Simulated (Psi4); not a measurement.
**B3LYP/cc-pVDZ (sweep point 6) run of CH7AlSi (SMILES [CH3][AlH][SiH3])**

Aim: the vertical ionisation energy of CH7AlSi at B3LYP/cc-pVDZ (sweep point 6), from 2 runs. 

Program for the calculation: Psi4 1.11.

4 further runs of the same task are left out: 4 set aside as unsound or not needed.

### Step 1. The molecule

The species is CH7AlSi (10 atoms), meant as a singlet with charge 0. As SMILES, `[CH3][AlH][SiH3]`. Geometry: relaxed at PBE0-D4/def2-TZVP.

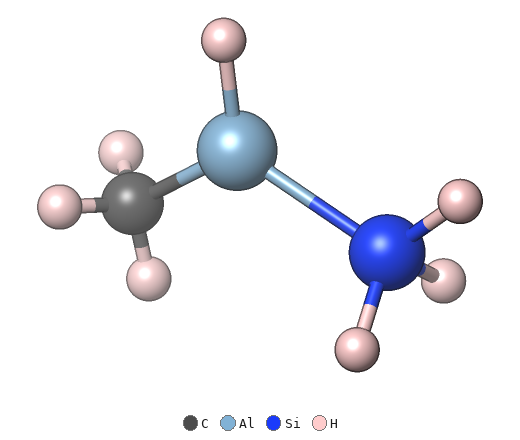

The structure, seen from a chosen angle (carbon dark grey, aluminium light blue, silicon blue, hydrogen pink).

### Step 2. The energy at B3LYP/cc-pVDZ (sweep point 6)

File calc.in:

```
memory 1600 mb

molecule {
  C     -1.428400     0.967200    -0.792400
  Al     0.409100     0.309500    -0.720900
  Si     1.161700    -1.107300     1.145400
  H     -1.909200     0.659300    -1.727500
  H     -2.050600     0.624100     0.036600
  H     -1.438000     2.063000    -0.790400
  H      1.416900     0.709200    -1.887700
  H      0.334900    -2.347600     1.241000
  H      1.000200    -0.395000     2.448500
  H      2.586600    -1.533600     1.050400
  units angstrom
  symmetry c1
}

set basis cc-pVDZ
set puream true
set scf_type pk
set dft_radial_points 99
set dft_spherical_points 590

E, wfn = energy("b3lyp", return_wfn=True)
```

Started as:

```
$ psi4 -i calc.in -o calc.out -n 1
```

calc.out:

```text
[...]
  Running in c1 symmetry.
[...]
  Nuclear repulsion =  127.815678252016326
[...]
  Multiplicity = 1
[...]
  Nalpha       = 20
  Nbeta        = 20
[...]
    Number of basis functions: 85
[...]
   @RKS iter   1:  -573.95907048195375   -4.21935e-01   8.59934e-03 ADIIS/DIIS
[...]
   @RKS iter   8:  -574.26114760251926   -2.12726e-08   2.91274e-07 DIIS
[...]
    Orbital Energies [Eh]
    ---------------------
    Doubly Occupied:
       1A    -66.117275     2A    -56.051784     3A    -10.162906
       4A     -5.267132     5A     -4.137555     6A     -3.625508
       7A     -3.625384     8A     -3.624603     9A     -2.695438
      10A     -2.687835    11A     -2.686928    12A     -0.682949
      13A     -0.528953    14A     -0.400385    15A     -0.396109
      16A     -0.390555    17A     -0.340496    18A     -0.340444
      19A     -0.290460    20A     -0.260229
[...]
  @RKS Final Energy:  -574.26114760251926
   => Energetics <=
    Nuclear Repulsion Energy =            127.8156782520163262
    One-Electron Energy =               -1048.1085127957119312
    Two-Electron Energy =                 384.4407915502142714
    DFT Exchange-Correlation Energy =     -38.4091046090379606
    Empirical Dispersion Energy =           0.0000000000000000
    VV10 Nonlocal Energy =                  0.0000000000000000
    Total Energy =                       -574.2611476025192587
[...]
 Multipole Moments:
 ------------------------------------------------------------------------------------
     Multipole            Electronic (a.u.)      Nuclear  (a.u.)        Total (a.u.)
 ------------------------------------------------------------------------------------
 L = 1.  Multiply by 2.5417464519 to convert [e a0] to [Debye]
 Dipole X            :          2.0855831           -2.4225707           -0.3369876
 Dipole Y            :         -0.1208320            0.3413707            0.2205387
 Dipole Z            :         -0.9539608            0.7769082           -0.1770526
 Magnitude           :                                                    0.4399381
[...]
```

Run time: 34 s. Hardware: 1 thread of Intel Xeon Platinum 8259CL at 2.50GHz (Skylake/Cascade Lake), shared host; peak memory 1 GiB.

### Step 3. The doublet cation

Edit calc.in of step 2 so:

```diff
@@ -1,4 +1,5 @@
-memory 1600 mb
+memory 1.6 GB
 
-molecule {
+molecule molecule1 {
+  1 2
   C     -1.428400     0.967200    -0.792400
@@ -17,3 +18,3 @@
 
-set basis cc-pVDZ
+set reference uks
 set puream true
@@ -22,3 +23,5 @@
 set dft_spherical_points 590
+set maxiter 100
 
-E, wfn = energy("b3lyp", return_wfn=True)
+energy("b3lyp/cc-pVDZ")
+print_variables()
```

Started as:

```
$ psi4 -n 1 calc.in calc.out
```

calc.out:

```text
[...]
  Running in c1 symmetry.
[...]
  Nuclear repulsion =  127.815678252016326
[...]
  Multiplicity = 2
[...]
  Nalpha       = 20
  Nbeta        = 19
[...]
    Number of basis functions: 85
[...]
   @UKS iter   1:  -573.64001346441341   -1.02878e-01   8.29357e-03 ADIIS/DIIS
[...]
   @UKS iter  11:  -573.92002920991081   -1.17960e-07   3.46298e-07 DIIS
[...]
   @S^2 Observed:                7.543464767E-01
[...]
    Orbital Energies [Eh]
    ---------------------
    Alpha Occupied:
       1A    -66.361791     2A    -56.296962     3A    -10.371695
       4A     -5.511485     5A     -4.380302     6A     -3.874589
       7A     -3.867430     8A     -3.867255     9A     -2.936446
      10A     -2.934862    11A     -2.927749    12A     -0.885049
      13A     -0.763615    14A     -0.615257    15A     -0.592815
      16A     -0.589826    17A     -0.554142    18A     -0.553815
      19A     -0.508089    20A     -0.502625
    Alpha Virtual:
      21A     -0.272935    22A     -0.195420    23A     -0.184781
      24A     -0.137611    25A     -0.122529    26A     -0.118404
[...]
  @UKS Final Energy:  -573.92002920991081
   => Energetics <=
    Nuclear Repulsion Energy =            127.8156782520163262
    One-Electron Energy =               -1039.0611273114495816
    Two-Electron Energy =                 375.4879541952124669
    DFT Exchange-Correlation Energy =     -38.1625343456900836
    Empirical Dispersion Energy =           0.0000000000000000
    VV10 Nonlocal Energy =                  0.0000000000000000
    Total Energy =                       -573.9200292099108083
[...]
 Multipole Moments:
 ------------------------------------------------------------------------------------
     Multipole            Electronic (a.u.)      Nuclear  (a.u.)        Total (a.u.)
 ------------------------------------------------------------------------------------
 L = 1.  Multiply by 2.5417464519 to convert [e a0] to [Debye]
 Dipole X            :          2.3198142           -2.4225707           -0.1027565
 Dipole Y            :         -0.3023504            0.3413707            0.0390203
 Dipole Z            :         -0.7859712            0.7769082           -0.0090630
 Magnitude           :                                                    0.1102888
[...]
```

It took 54 s on 1 thread of Intel Xeon Platinum 8259CL at 2.50GHz (Skylake/Cascade Lake), shared host; peak memory 1 GiB.

### Step 4. What came out

Level: B3LYP/cc-pVDZ (sweep point 6).

| quantity | value |
| --- | --- |
| singlet CH7AlSi: total energy | -574.26115 Eh |
| singlet CH7AlSi: dipole moment | 1.12 D |
| singlet CH7AlSi: HOMO energy | -7.08 eV |
| singlet CH7AlSi: LUMO energy | -1.86 eV |
| singlet CH7AlSi: HOMO–LUMO gap | 5.23 eV |
| doublet cation: total energy | -573.92003 Eh |
| doublet cation: HOMO energy (highest over α and β) | -13.18 eV |
| doublet cation: LUMO energy (lowest over α and β) | -11.45 eV |
| doublet cation: ⟨S²⟩ | 0.754 |
| vertical ionisation energy (to the doublet cation) | 9.282 eV |

The vertical ionisation energy comes to 9.28 eV (214 kcal/mol). −ε(HOMO) before ionisation, 7.08 eV, is 2.20 eV below this ionisation energy.
